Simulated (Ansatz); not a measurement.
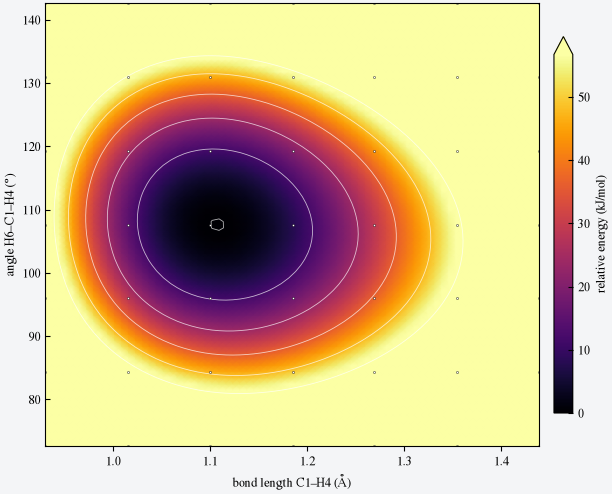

CH₄GaO, SMILES C[O][GaH], spin multiplicity 2. First axis: bond length C1–H4. Second axis: angle H6–C1–H4. Nothing is relaxed (all other coordinates rigid). Grid: 7 × 7 points. Points are written as (first, second). Energies: kJ/mol, counted from the lowest grid point. The calculation used UKS r2SCAN-D4/def2-SVP (Ansatz).

In the figure: a smooth colour map with a few white contour lines, dots at the grid points, one colour for all values above the top of the scale. Between grid points the surface is interpolated.

### Where is the minimum, and how stiff is the well along each coordinate?

The interpolated minimum is at bond length C1–H4 ≈ 1.107 Å, angle H6–C1–H4 ≈ 107.6°. The curvatures there are about 31 eV/Å² and 5.8 eV/rad², with a cross term of about 0.9 eV/(Å·rad). Round the minimum the two coordinates are weakly coupled (coupling 0.07 in units of the two stiffnesses). (1 eV is 96.5 kJ/mol.)
